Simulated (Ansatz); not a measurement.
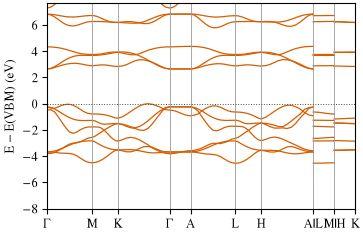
*Band structure from PBE in the plane-wave PAW code Ansatz*

### Question
Read off the gap and where the band edges lie.

### Answer
About 2.6 eV (2.65 eV by a search for the band edges); maximum on the K–Γ line, 59 % of the way from K, minimum at A.

The material is TiO₂ (CdI2 type, P-3m1).

The cell is a constructed one: a structure type filled with these elements; neither database checked (COD, Materials Project) lists it. It is not the phase usual at ambient conditions (space group No. 61, 136, 141). Symmetry was held in the PBE relaxation; whether a distortion lowers the energy is not shown. The run is not spin-polarised. A crystal of weakly bound layers computed without a dispersion correction: the cell and the soft elastic constants depend strongly on that.

Potentials: the later of the program's two PAW sets.
